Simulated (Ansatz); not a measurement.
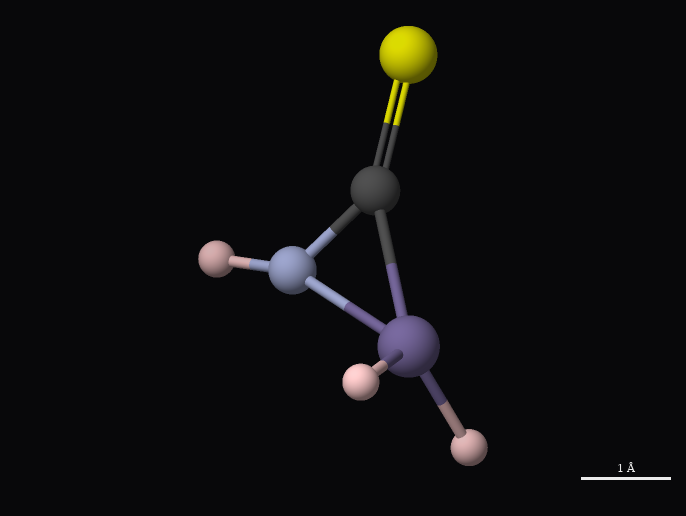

Ball-and-stick drawing of a structure. Double and triple bonds are drawn as two and three sticks. Colours: sulfur yellow, carbon dark grey, nitrogen light blue, germanium purple, hydrogen pink.

The computed structure is the end point of a PBE0-D4/def2-TZVP optimisation.

**What is the molecular formula?**

CH3GeNS, 7 atoms: 1 carbon, 3 hydrogen, 1 germanium, 1 nitrogen and 1 sulfur.

**Give a SMILES string for it.**

S=[C]1[NH][GeH2]1

**What is the point group of this geometry?**

Cs.

**Count the bonded pairs by element.**

2 Ge–H, 1 C–S, 1 C–N, 1 Ge–N, 1 C–Ge, 1 N–H.

The parts below concern this one geometry. Atoms keep their numbers from picture to picture.

## Shape

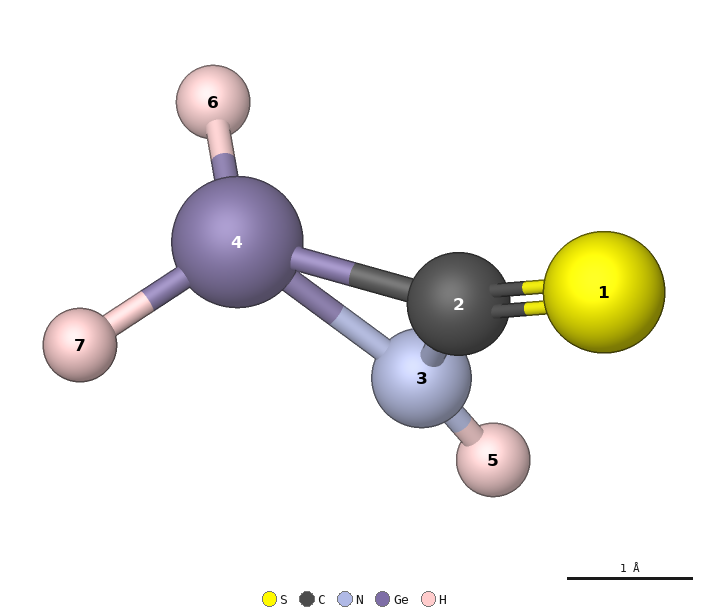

The atoms are numbered.

**Which bond is the longest?**

C2–Ge4, 1.979 Å.

**What is the dihedral angle S1–C2–Ge4–N3?**

180° in size, that is anti.

## Levels of theory compared

Program: Ansatz 0.2.0.

At this fixed geometry, give HOMO–LUMO gap (eV) at these levels: B3LYP-D4/def2-TZVPP; BHLYP-D4/def2-TZVPP; CAM-B3LYP-D4/def2-TZVPP; HSE06 (plane-wave form)-D4/def2-TZVPP; PBE-D4/def2-TZVPP; PBE0-D4/def2-SVP; PBE0-D4/def2-TZVPP; ωB97M-V/def2-QZVPP; ωB97M-V/def2-SVP; ωB97M-V/def2-TZVPP.

```json
{"level": "B3LYP-D4/def2-TZVPP", "HOMO–LUMO gap (eV)": "4.16"}
{"level": "BHLYP-D4/def2-TZVPP", "HOMO–LUMO gap (eV)": "6.23"}
{"level": "CAM-B3LYP-D4/def2-TZVPP", "HOMO–LUMO gap (eV)": "6.71"}
{"level": "HSE06 (plane-wave form)-D4/def2-TZVPP", "HOMO–LUMO gap (eV)": "3.84"}
{"level": "PBE-D4/def2-TZVPP", "HOMO–LUMO gap (eV)": "2.88"}
{"level": "PBE0-D4/def2-SVP", "HOMO–LUMO gap (eV)": "4.64"}
{"level": "PBE0-D4/def2-TZVPP", "HOMO–LUMO gap (eV)": "4.59"}
{"level": "ωB97M-V/def2-QZVPP", "HOMO–LUMO gap (eV)": "8.17"}
{"level": "ωB97M-V/def2-SVP", "HOMO–LUMO gap (eV)": "8.46"}
{"level": "ωB97M-V/def2-TZVPP", "HOMO–LUMO gap (eV)": "8.37"}
```

## Charges

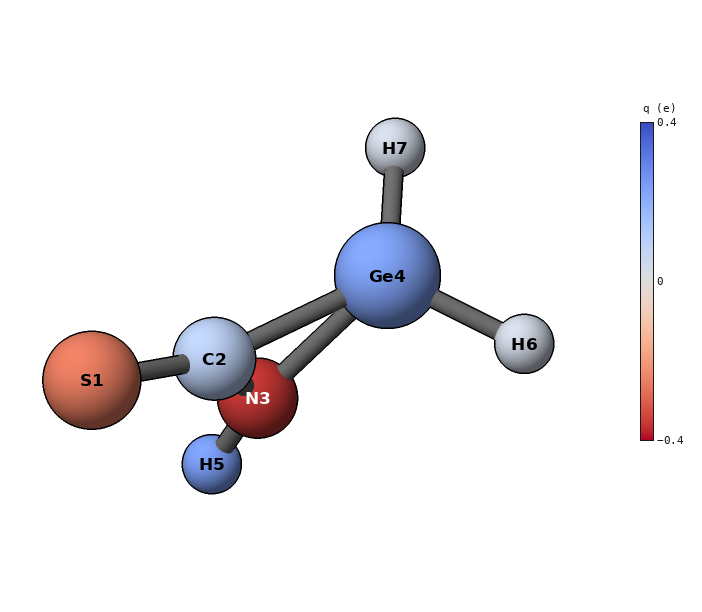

Atoms are coloured by their Mulliken charges. Level of theory: RKS PBE0-D4/def2-TZVP (Ansatz 0.2.0).

**Which atom carries the highest charge (most positive or least negative)?**

H5 (0.23 e).

**And the lowest?**

N3 (−0.36 e).

Give the Mulliken charges atom by atom.

```tsv
atom	value (e)
S1	−0.25
C2	0.09
N3	−0.36
Ge4	0.22
H5	0.23
H6	0.03
H7	0.03
```

## Vibrations

Harmonic vibrations computed with RKS PBE0-D4/def2-TZVP (Ansatz 0.2.0) at a stationary point of the same level.

**List the wavenumbers.**

15 modes: 201, 236, 394, 526, 546, 559, 588, 637, 847, 938, 1140, 1548, 2139, 2168, 3526 cm⁻¹.

Mulliken values depend strongly on the basis set and can even reverse the polarity of a bond.
